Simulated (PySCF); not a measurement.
Input file:

```
{"job": {"kind": "uv", "xc": "wB97X-D", "basis": "def2-SVPD", "nstates": 8, "ntriplets": 3}, "charge": 0, "multiplicity": 1}
C      3.033537     0.560074     0.096654
C      2.064180    -0.151621     0.063271
Si     0.578502    -1.229925     0.038544
C     -0.682168    -0.832128    -1.306229
C     -1.089595    -0.334445     0.091369
C     -1.178326     1.154751     0.265957
F     -1.139961     1.497909     1.602407
H      3.879146     1.185572     0.120022
H      0.715677    -2.573812     0.566363
H     -1.310459    -1.603382    -1.729462
H     -0.472944    -0.054978    -2.029184
H     -1.944372    -0.842670     0.525301
H     -2.121406     1.560464    -0.124218
H     -0.332490     1.663720    -0.207941
```

Launched as:

```sh
OMP_NUM_THREADS=1 python probes_run.py task.json out
```

Geometry: GFN2-xTB.

The calculation used PySCF 2.14.0, wB97X-D/def2-SVPD, SCF density, gas phase.

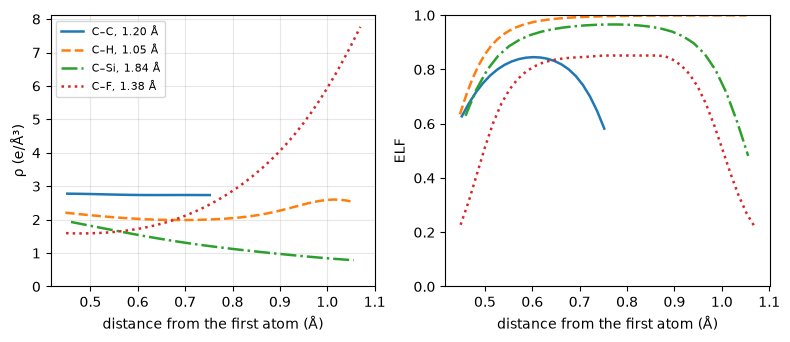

C5H7FSi. Total electron density and electron localisation function along straight lines between neighbouring atoms. The curves leave out the atomic cores.

Question: What kind of bonding do the profiles show?

Answer: C–C (1.20 Å): ρ is about 2.7 e/Å³ halfway; the ELF peaks at about 0.85 between the atoms: a multiple bond.
C–H (1.05 Å): the density is about 2.1 e/Å³ at the midpoint; the ELF climbs to about 1 towards the hydrogen, as it does in any bond to H (an ordinary covalent bond to hydrogen).
C–Si (1.84 Å): ρ is about 0.95 e/Å³ halfway; the ELF peaks at about 0.95 between the atoms (a shared electron pair).
C–F (1.38 Å): ρ is about 2.1 e/Å³ halfway, with its minimum of 1.6 e/Å³ about 0.5 Å from C; the ELF peaks at about 0.85 between the atoms (a shared but strongly polarised pair).
